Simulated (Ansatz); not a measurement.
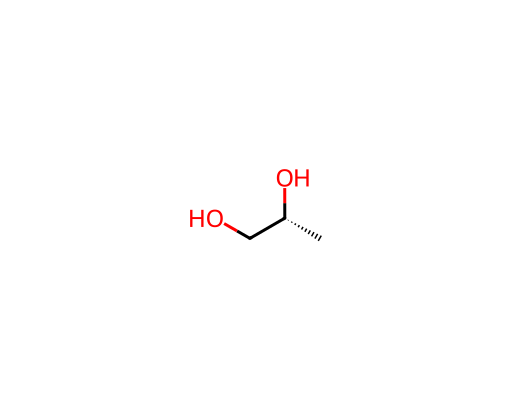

2D structure.

Write the SMILES.

C[C@@H](O)CO

Give the formula, hydrogens included.

C3H8O2.

An optimisation with PBE0-D4/def2-TZVP gave a structure of which point group?

C1.

More results for the same structure follow; atom numbers are the same in all pictures, views and colours differ. The geometry was computed by an optimisation with PBE0-D4/def2-TZVP.

### Geometry

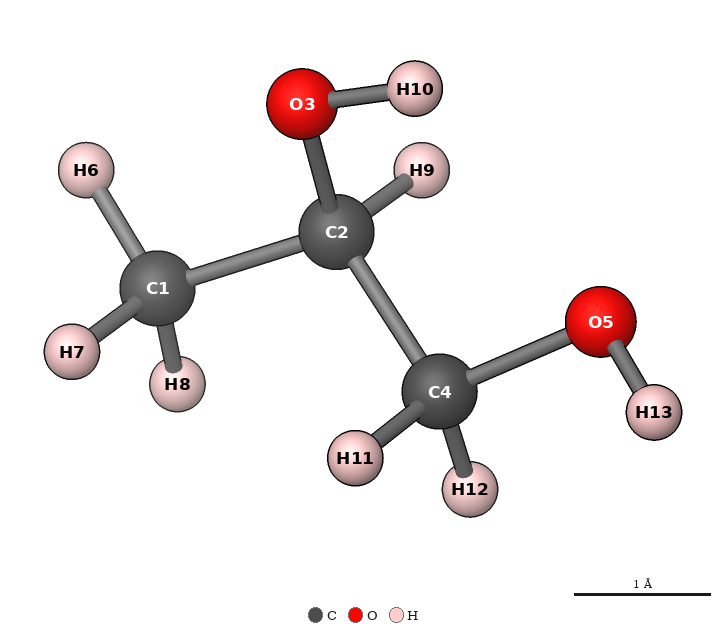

List the bonds and their lengths.

```tsv
bond	length (Å)	order
C1–C2	1.509	single
C1–H6	1.091	single
C1–H7	1.093	single
C1–H8	1.092	single
C2–O3	1.411	single
C2–C4	1.513	single
C2–H9	1.102	single
O3–H10	0.964	single
C4–O5	1.417	single
C4–H11	1.098	single
C4–H12	1.098	single
O5–H13	0.959	single
```

### Vibrations

Harmonic vibrations computed with RKS PBE0-D4/def2-TZVP (Ansatz 0.2.0) at a stationary point of the same level.

List the wavenumbers.

33 modes: 148, 217, 248, 255, 364, 457, 484, 526, 855, 946, 947, 1074, 1109, 1117, 1173, 1254, 1267, 1288, 1376, 1388, 1430, 1453, 1481, 1493, 1500, 2981, 3006, 3054, 3056, 3132, 3144, 3818, 3890 cm⁻¹.

### Levels of theory compared

Program: Ansatz 0.2.0.

Compare HOMO–LUMO gap (eV) at these levels: B3LYP-D4/def2-TZVPP; B97M-V/def2-TZVPP; HSE06 (plane-wave form)-D4/def2-TZVPP; PBE0-D4/def2-QZVPP; PBE0-D4/def2-SVP; SPW92 (LDA)/def2-TZVPP; r2SCAN-D4/def2-TZVPP; r2SCAN0-D4/def2-TZVPP; r2SCANh-D4/def2-TZVPP; ωB97M-V/def2-SVP; ωB97M-V/def2-TZVPP; ωB97X-V/def2-TZVPP.

```csv
level,HOMO–LUMO gap (eV)
B3LYP-D4/def2-TZVPP,7.87
B97M-V/def2-TZVPP,6.76
HSE06 (plane-wave form)-D4/def2-TZVPP,7.72
PBE0-D4/def2-QZVPP,8.12
PBE0-D4/def2-SVP,8.94
SPW92 (LDA)/def2-TZVPP,5.98
r2SCAN-D4/def2-TZVPP,7.08
r2SCAN0-D4/def2-TZVPP,9.25
r2SCANh-D4/def2-TZVPP,7.96
ωB97M-V/def2-SVP,13.03
ωB97M-V/def2-TZVPP,12.36
ωB97X-V/def2-TZVPP,12.92
```

### Thermal motion

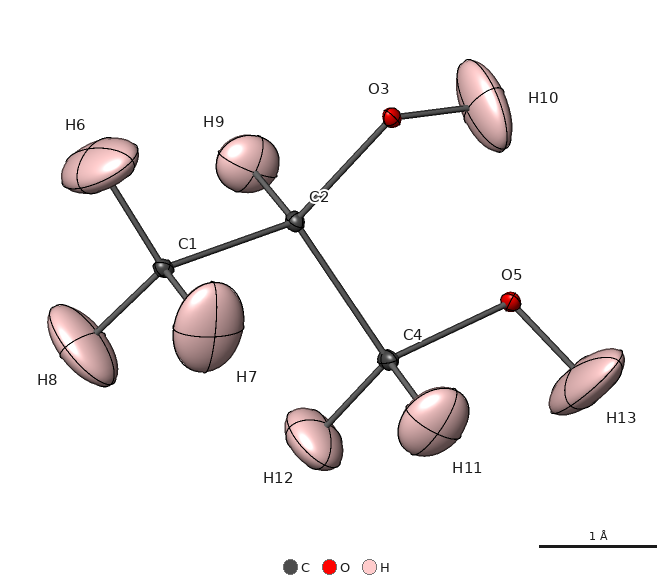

Displacement ellipsoids at the 50 % level, enlarged 1.5 times, from the internal vibrations of the free molecule (harmonic, no overall translation or rotation; no half-axis is drawn under 0.075 Å). Vibrations computed with RKS PBE0-D4/def2-TZVP (Ansatz 0.2.0). Temperature: 0 K (zero-point motion alone).

Which atom moves most?

H13, with U_eq = 0.0282 Å².

Does H13 move more along its bond or across it?

Across it: the root-mean-square amplitude is 0.075 Å along the bond and up to 0.252 Å across, since bending and torsion are softer than stretching.

Give the displacement parameters, one line for each set of equivalent atoms.

```csv
atom,U_eq (Å²),rms amplitudes (Å)
C1,0.0014,"0.034, 0.037, 0.041"
C2,0.0014,"0.034, 0.037, 0.041"
O3,0.0014,"0.027, 0.035, 0.046"
C4,0.0017,"0.033, 0.039, 0.050"
O5,0.0017,"0.028, 0.039, 0.052"
H6,0.0194,"0.080, 0.132, 0.185"
H7,0.0198,"0.078, 0.136, 0.186"
H8,0.0193,"0.079, 0.135, 0.183"
H9,0.0118,"0.082, 0.114, 0.125"
H10,0.0194,"0.073, 0.130, 0.189"
H11,0.0152,"0.082, 0.122, 0.154"
H12,0.0149,"0.081, 0.121, 0.153"
H13,0.0282,"0.074, 0.125, 0.252"
```
